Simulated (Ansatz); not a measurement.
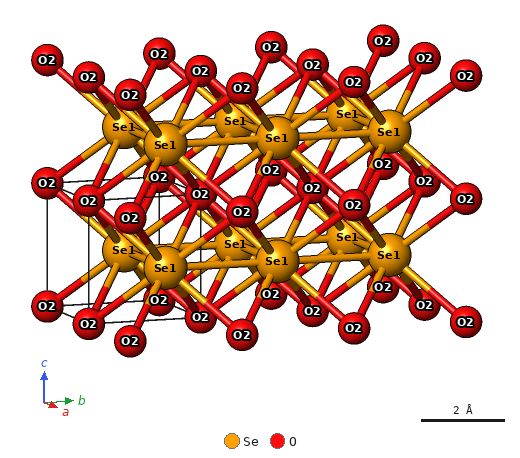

A crystal of SeO (built on the CuAu (L1_0)_123 type) (coarse preliminary run), before the relaxation. A ball-and-stick model of the cell of the calculation, repeated 2 × 3 × 2 with one cell outlined, seen slightly off an axis.

Case: CuAu (L1_0) type (P4/mmm, No. 123).

Theory: DFT PBE, scalar-relativistic, plane waves, PAW (Ansatz 0.2.0).

Input
```yaml
crystal:
  lattice:
    - [2.876283966, 0.0, 0.0]
    - [0.0, 2.876283966, 0.0]
    - [0.0, 0.0, 3.0062739572]
  atoms:
    - { symbol: Se, position: [0.5, 0.5, 0.5] }
    - { symbol: O, position: [0.0, 0.0, 0.0] }
basis:
  ecutwfc: 420
kpoints:
  mp_grid: { grid: [6, 6, 6] }
hamiltonian:
  xc: pbe
scf:
  occupations: { method: gaussian, width: 0.1 }
  lower_state_search: "off"
output:
  forces: true
  stress: true
  eigenvalues: true
relax:
  adjacent_minimum: "off"
  f_tol: 0.04
  max_steps: 70
  cell: { stress_tol: 0.4 }
```

Run as
```bash
ansatz run input.yaml --threads 1 --pin off --max-ram 2560MiB --backend cpu --events-out ev --progress --plain --runs-dir out
```

**What does the optimiser find from here?**

Over 1 accepted move (2 points after the start) the energy falls by 5.6 meV per atom. All forces vanish by symmetry, so only the cell relaxes. The pressure goes from 0.29 to 0.05 GPa. At 1 point the geometry stayed and the basis and grid were re-selected for the new cell (energy shift of 0.4 meV per atom at most each time). No atom moves by more than 0.005 Å relative to the cell. Cell: a = b 2.876 → 2.921 Å (+1.6 %), c 3.006 → 2.919 Å (−2.9 %). Volume +0.2 %. Some distances before and after: Se1–Se1 2.876 → 2.921 Å. The space group (tolerance 0.01 Å) goes from P4/mmm (No. 123) to Pm-3m (No. 221). Cost: 2.9 s on 1 thread of Intel(R) Xeon(R) Platinum 8488C (Sapphire Rapids), with other jobs on the host, peak memory 0.33 GiB.

Final geometry:

```xyz
2
Lattice="2.9210 0.0000 0.0000 0.0000 2.9210 0.0000 0.0000 0.0000 2.9194" Properties=species:S:1:pos:R:3 pbc="T T T"
Se    1.4605    1.4605    1.4597
O     0.0000    0.0000    2.9194
```

After the run, drawn alike:

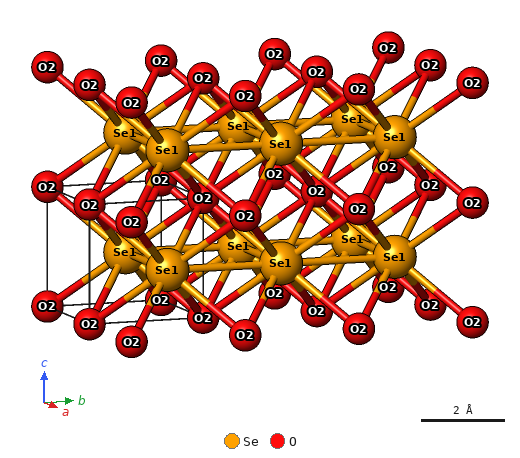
